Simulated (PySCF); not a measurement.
**CH4BClS (SMILES CSBCl): PBE/cc-pVTZ**

What is the vertical ionisation energy of CH4BClS at PBE/cc-pVTZ? 

Program for the calculation: PySCF 2.14.0.

## Step 1: Starting point

CH4BClS has 8 atoms, charge 0, and is taken as a singlet. As SMILES, `CSBCl`. The coordinates come from a PBE0-D4/def2-TZVP relaxation. This is one conformer, not always the lowest.

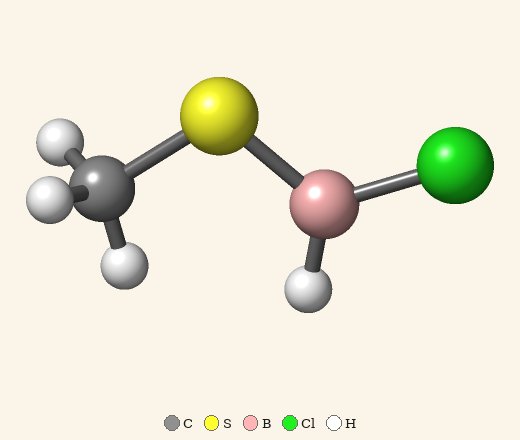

The structure, seen from a chosen angle (carbon grey, sulfur yellow, boron pink, chlorine green, hydrogen white).

## Step 2: A single-point energy at PBE/cc-pVTZ

File input.py:

```python
from pyscf import gto, dft

system = gto.Mole()
system.atom = '''
C       -0.471000       1.184200       0.216300
S        0.979400       0.341100      -0.461900
B        0.578900      -1.367600      -0.269600
Cl       1.728300      -2.572200      -0.805600
H       -1.201900       0.455300       0.560900
H       -0.157800       1.812600       1.049100
H       -0.912200       1.808700      -0.559500
H       -0.451500      -1.719100       0.214500
'''
system.verbose = 3
system.max_memory = 1860
system.basis = 'cc-pvtz'
system.charge = 0
system.build()

mf = dft.RKS(system)
mf.xc = 'pbe'
mf.grids.level = 4
mf.conv_tol = 1e-10
mf.kernel()
if not mf.converged:
    mf = mf.newton().run(mf.mo_coeff, mf.mo_occ)

e_final = mf.e_tot
print('E(%s) = %.9f' % ('PBE', e_final))
```

The run is started by

```sh
$ OMP_NUM_THREADS=1 python input.py
```

The program printed:

```text
converged SCF energy = -923.415788282751
E(PBE) = -923.415788283
```

Wall time 38 s (1 thread of Arm Neoverse V1, shared host); peak memory 1.7 GiB.

## Step 3: The doublet cation at the same level

File start.xyz:

```xyz
8

C     -0.471000     1.184200     0.216300
S      0.979400     0.341100    -0.461900
B      0.578900    -1.367600    -0.269600
Cl     1.728300    -2.572200    -0.805600
H     -1.201900     0.455300     0.560900
H     -0.157800     1.812600     1.049100
H     -0.912200     1.808700    -0.559500
H     -0.451500    -1.719100     0.214500
```

File calc.py:

```python
from pyscf import gto, dft

system = gto.Mole()
system.atom = 'start.xyz'
system.basis = 'cc-pvtz'
system.charge = 1
system.spin = 1
system.max_memory = 1860
system.verbose = 3
system.build()

mf = dft.UKS(system, xc='pbe')
mf.grids.level = 4
mf.conv_tol = 1e-10
mf.kernel()
if not mf.converged:
    mf = mf.newton().run(mf.mo_coeff, mf.mo_occ)

e_final = mf.e_tot
print(f'total energy: {e_final:.8f} hartree')
```

The run is started by

```sh
$ OMP_NUM_THREADS=1 python calc.py
```

The program printed:

```text
WARN: HOMO -0.288885198524323 >= LUMO -0.288885198524319

converged SCF energy = -923.061024504647  <S^2> = 0.75456082  2S+1 = 2.0045556
total energy: -923.06102450 hartree
```

Wall time 80 s (1 thread of Arm Neoverse V1, shared host); peak memory 1.7 GiB.

## Step 4: Outcome

At PBE/cc-pVTZ:

| quantity | value |
| --- | --- |
| singlet CH4BClS: total energy | -923.41579 Eh |
| singlet CH4BClS: dipole moment | 2.44 D |
| singlet CH4BClS: HOMO energy | -6.57 eV |
| singlet CH4BClS: LUMO energy | -1.96 eV |
| singlet CH4BClS: HOMO–LUMO gap | 4.61 eV |
| doublet cation: total energy | -923.06102 Eh |
| doublet cation: HOMO energy (highest over α and β) | -12.95 eV |
| doublet cation: LUMO energy (lowest over α and β) | -12.70 eV |
| doublet cation: ⟨S²⟩ | 0.755 |
| vertical ionisation energy (to the doublet cation) | 9.654 eV |

What this shows: The vertical ionisation energy comes to 9.65 eV (931 kJ/mol). The negative HOMO energy of the first species, 6.57 eV, lies 3.09 eV below that difference.
